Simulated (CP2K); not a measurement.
# PM6 run of CH7BOSi (SMILES CBO[SiH3])

What is the energy change on altering one bond length of CH7BOSi at PM6? Input form: an ASE script.

Program for the calculation: CP2K 2026.2.

1 further run of the same task is left out (it didn't finish).

### 1 The molecule

CH7BOSi: 11 atoms, total charge 0, spin state singlet. As SMILES, `CBO[SiH3]`. The shape is that of a GFN2-xTB optimisation. This is one conformer, not always the lowest.

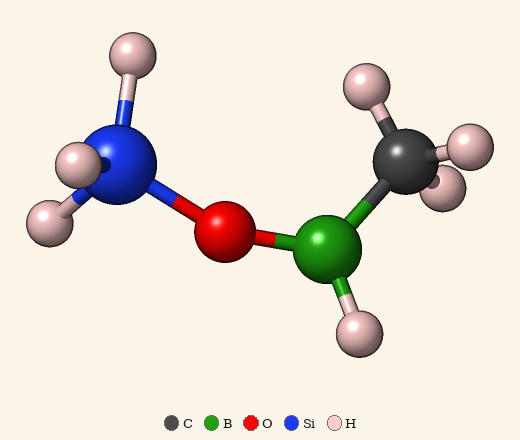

The structure, seen from a chosen angle (carbon dark grey, boron green, oxygen red, silicon blue, hydrogen pink).

### 2 Energy and gradient at PM6

molecule.xyz reads:

```xyz
11

C      0.133020     1.650950    -0.630750
B     -0.214190     0.170970    -1.087620
O     -0.195420    -0.846540    -0.249120
Si     0.001490    -1.588010     1.168570
H      0.420580     1.714050     0.415660
H     -0.722910     2.306160    -0.783570
H      0.942060     2.064600    -1.230090
H     -0.507280    -0.054930    -2.209650
H      1.025170    -2.597760     0.903530
H     -1.316330    -2.143820     1.470060
H      0.433800    -0.675670     2.232970
```

cp2k_ase.py reads:

```python
import numpy as np
from ase.io import read
from ase.calculators.cp2k import CP2K

atoms = read("molecule.xyz")
atoms.set_cell([10.3, 12.9, 12.4])
atoms.center()
template = """
&FORCE_EVAL
  METHOD Quickstep
  &DFT
    &QS
      METHOD PM6
      EPS_DEFAULT 1.0E-10
      &SE
        &COULOMB
          CUTOFF [angstrom] 50
          RC_RANGE [angstrom] 0
        &END COULOMB
        &EXCHANGE
          CUTOFF [angstrom] 50
          RC_RANGE [angstrom] 0
        &END EXCHANGE
      &END SE
    &END QS
    &POISSON
      PERIODIC NONE
      POISSON_SOLVER ANALYTIC
    &END POISSON
    &SCF
      SCF_GUESS ATOMIC
      EPS_SCF 1.0E-06
      MAX_SCF 50
      &OT
        MINIMIZER DIIS
        PRECONDITIONER FULL_SINGLE_INVERSE
      &END OT
      &OUTER_SCF
        EPS_SCF 1.0E-06
        MAX_SCF 5
      &END OUTER_SCF
    &END SCF
    &PRINT
      &MOMENTS
        PERIODIC F
        REFERENCE COM
        MAX_MOMENT 1
      &END MOMENTS
      &MO_CUBES
        NLUMO 1
        NHOMO -1
        WRITE_CUBE F
      &END MO_CUBES
      &HIRSHFELD OFF
      &END HIRSHFELD
    &END PRINT
  &END DFT
  &SUBSYS
  &END SUBSYS
&END FORCE_EVAL
"""
cp2k = CP2K(command="cp2k.psmp -s", label="mol", inp=template, basis_set=None, basis_set_file=None, potential_file=None, pseudo_potential=None, xc=None, cutoff=None, max_scf=None, charge=None, uks=False,
            force_eval_method=None, print_level="LOW", poisson_solver=None, stress_tensor=False)
atoms.calc = cp2k
e = atoms.get_potential_energy()
f = atoms.get_forces()
print(f"energy = {e:.6f} eV")
print("forces (eV/angstrom):")
for s, v in zip(atoms.get_chemical_symbols(), f):
    print(f"{s:2s} {v[0]:10.5f} {v[1]:10.5f} {v[2]:10.5f}")
```

Started as:

```console
$ OMP_NUM_THREADS=1 python cp2k_ase.py
```

What it wrote:

```text
energy = -639.679113 eV
forces (eV/angstrom):
C     0.01112   -0.26750    0.26423
B    -0.13439    2.02098   -2.06840
O     0.12949   -0.38521    0.83578
Si    0.08347   -0.87632    1.00180
H     0.02877    0.00142    0.08175
H    -0.14700   -0.07849   -0.04548
H     0.07264   -0.12813   -0.09972
H    -0.03266   -0.06707   -0.10779
H    -0.01916   -0.09193    0.12702
H     0.03187   -0.10658    0.10813
H    -0.02415   -0.02117   -0.09734
```

mol.out (excerpt; [...] marks lines left out):

```text
CP2K| version string:                                       CP2K version 2026.2
[...]
 GLOBAL| Method name                                                        CP2K
[...]
 GLOBAL| Run type                                                   ENERGY_FORCE
[...]
 *** WARNING in qs_kind_types.F:2264 :: Information provided in the input ***
 *** file regarding BASIS for KIND <C> will be ignored!                   ***
 *** WARNING in qs_kind_types.F:2264 :: Information provided in the input ***
 *** file regarding BASIS for KIND <B> will be ignored!                   ***
 *** WARNING in qs_kind_types.F:2264 :: Information provided in the input ***
 *** file regarding BASIS for KIND <O> will be ignored!                   ***
 *** WARNING in qs_kind_types.F:2264 :: Information provided in the input ***
 *** file regarding BASIS for KIND <Si> will be ignored!                  ***
 *** WARNING in qs_kind_types.F:2264 :: Information provided in the input ***
 *** file regarding BASIS for KIND <H> will be ignored!                   ***
[...]
                             - Atoms:                                         11
[...]
                             - Spherical basis functions:                     28
[...]
 Number of electrons:                                                         24
[...]
     1 OT DIIS     0.80E-01    0.0     0.26086887       -18.7831440853 -1.88E+01
[...]
    11 OT DIIS     0.80E-01    0.0     0.00000055       -23.5077758923 -1.24E-10
  *** SCF run converged in    11 steps ***
  Core-core repulsion energy [eV]:                           1328.40523992259591
  Core Hamiltonian energy [eV]:                             -1021.07253505719416
  Two-electron integral energy [eV]:                        -1894.02363657121373
  Electronic energy [eV]:                                   -1968.08435334280080
  Total energy [eV]:                                         -639.67911342020500
  Atomic reference energy [eV]:                               635.41590719177759
  Heat of formation [kcal/mol]:                               -98.31187893713299
[...]
 SE_DIPOLE| Moment [Debye]         -0.13734418      -0.72568403      -0.13576066
 SE_DIPOLE| Derivative [a.u.]       0.00000000       0.00000000       0.00000000
[...]
 ENERGY| Total FORCE_EVAL ( QS ) energy [hartree]            -23.507775892359035
[...]
```

Wall time 3.3 s (1 thread of Intel Xeon Platinum 8259CL at 2.50GHz (Skylake/Cascade Lake), shared host); peak memory 0.18 GiB.

### 3 The distorted shape at the same level

molecule.xyz reads:

```xyz
11

C     -0.071695     1.852879    -0.577748
B     -0.418905     0.372899    -1.034618
O     -0.400135    -0.644611    -0.196118
Si    -0.203225    -1.386081     1.221572
H      0.215865     1.915979     0.468662
H     -0.927625     2.508089    -0.730568
H      0.737345     2.266529    -1.177088
H     -0.711995     0.146999    -2.156648
H      1.025170    -2.597760     0.903530
H     -1.521045    -1.941891     1.523062
H      0.229085    -0.473741     2.285972
```

cp2k_ase.py reads:

```python
import numpy as np
from ase.io import read
from ase.calculators.cp2k import CP2K

atoms = read("molecule.xyz")
atoms.set_cell([10.5, 13.1, 12.4])
atoms.center()
inp = """
&FORCE_EVAL
   METHOD QUICKSTEP
   &DFT
      &QS
         METHOD PM6
         EPS_DEFAULT 1.0E-10
         &SE
            &COULOMB
               CUTOFF [angstrom] 50
               RC_RANGE [angstrom] 0
            &END COULOMB
            &EXCHANGE
               CUTOFF [angstrom] 50
               RC_RANGE [angstrom] 0
            &END EXCHANGE
         &END SE
      &END QS
      &POISSON
         PERIODIC NONE
         POISSON_SOLVER ANALYTIC
      &END POISSON
      &SCF
         SCF_GUESS ATOMIC
         EPS_SCF 1.0E-06
         MAX_SCF 50
         &OT
            MINIMIZER DIIS
            PRECONDITIONER FULL_SINGLE_INVERSE
         &END OT
         &OUTER_SCF
            EPS_SCF 1.0E-06
            MAX_SCF 5
         &END OUTER_SCF
      &END SCF
      &PRINT
         &MOMENTS
            PERIODIC F
            REFERENCE COM
            MAX_MOMENT 1
         &END MOMENTS
         &MO_CUBES
            NLUMO 1
            NHOMO -1
            WRITE_CUBE F
         &END MO_CUBES
         &HIRSHFELD OFF
         &END HIRSHFELD
      &END PRINT
   &END DFT
   &SUBSYS
   &END SUBSYS
&END FORCE_EVAL
"""
cp2k = CP2K(command="cp2k.psmp -s", label="mol", inp=inp, basis_set=None, basis_set_file=None, potential_file=None, pseudo_potential=None, xc=None, cutoff=None, max_scf=None, charge=None, uks=False,
            force_eval_method=None, print_level="LOW", poisson_solver=None, stress_tensor=False)
atoms.calc = cp2k
print("E / eV:", round(atoms.get_potential_energy(), 6))
forces = atoms.get_forces()
print(np.array2string(forces, precision=5, suppress_small=True))
print("largest force / (eV/A): %.4f" % np.linalg.norm(forces, axis=1).max())
```

Started as:

```console
$ OMP_NUM_THREADS=1 python cp2k_ase.py
```

What it wrote:

```text
E / eV: -639.100591
[[ 0.01279 -0.26803  0.26743]
 [-0.13364  2.00761 -2.05158]
 [ 0.15519 -0.35527  0.69003]
 [ 2.49024 -3.34816  0.59486]
 [ 0.0285   0.00177  0.08044]
 [-0.14717 -0.07913 -0.04581]
 [ 0.07249 -0.12837 -0.09984]
 [-0.03372 -0.06857 -0.10717]
 [-2.49608  2.3924   0.70709]
 [ 0.04694 -0.12106  0.0831 ]
 [ 0.00446 -0.03319 -0.11855]]
largest force / (eV/A): 4.2149
```

mol.out (excerpt; [...] marks lines left out):

```text
CP2K| version string:                                       CP2K version 2026.2
[...]
 GLOBAL| Method name                                                        CP2K
[...]
 GLOBAL| Run type                                                   ENERGY_FORCE
[...]
 *** WARNING in qs_kind_types.F:2264 :: Information provided in the input ***
 *** file regarding BASIS for KIND <C> will be ignored!                   ***
 *** WARNING in qs_kind_types.F:2264 :: Information provided in the input ***
 *** file regarding BASIS for KIND <B> will be ignored!                   ***
 *** WARNING in qs_kind_types.F:2264 :: Information provided in the input ***
 *** file regarding BASIS for KIND <O> will be ignored!                   ***
 *** WARNING in qs_kind_types.F:2264 :: Information provided in the input ***
 *** file regarding BASIS for KIND <Si> will be ignored!                  ***
 *** WARNING in qs_kind_types.F:2264 :: Information provided in the input ***
 *** file regarding BASIS for KIND <H> will be ignored!                   ***
[...]
                             - Atoms:                                         11
[...]
                             - Spherical basis functions:                     28
[...]
 Number of electrons:                                                         24
[...]
     1 OT DIIS     0.80E-01    0.0     0.25889638       -18.8391441974 -1.88E+01
[...]
     9 OT DIIS     0.80E-01    0.0     0.00000095       -23.4865155668 -3.93E-10
  *** SCF run converged in     9 steps ***
  Core-core repulsion energy [eV]:                           1320.29657137096910
  Core Hamiltonian energy [eV]:                             -1019.59395248222779
  Two-electron integral energy [eV]:                        -1879.60641886230519
  Electronic energy [eV]:                                   -1959.39716191338061
  Total energy [eV]:                                         -639.10059054241128
  Atomic reference energy [eV]:                               635.41590719177759
  Heat of formation [kcal/mol]:                               -84.97082338491462
[...]
 SE_DIPOLE| Moment [Debye]         -0.12910627      -0.69803765      -0.20218652
 SE_DIPOLE| Derivative [a.u.]       0.00000000       0.00000000       0.00000000
[...]
 ENERGY| Total FORCE_EVAL ( QS ) energy [hartree]            -23.486515566884520
[...]
```

Wall time 2.8 s (1 thread of Intel Xeon Platinum 8259CL at 2.50GHz (Skylake/Cascade Lake), shared host); peak memory 0.19 GiB.

### 4 Results

At PM6:

```
                                                          quantity           value
                                         first shape: total energy    -23.50778 Eh
                                        first shape: dipole moment          0.75 D
                                    first shape: heat of formation  -98.3 kcal/mol
                                     distorted shape: total energy    -23.48652 Eh
                                    distorted shape: dipole moment          0.74 D
                                distorted shape: heat of formation  -85.0 kcal/mol
energy change with the Si4–H9 bond stretched from 1.462 to 1.755 Å        0.579 eV
```

**Reading.** With the Si4–H9 bond stretched from 1.462 to 1.755 Å the energy rises by 0.58 eV (13.3 kcal/mol). The first shape isn't relaxed at this level, so the change isn't measured from a minimum.
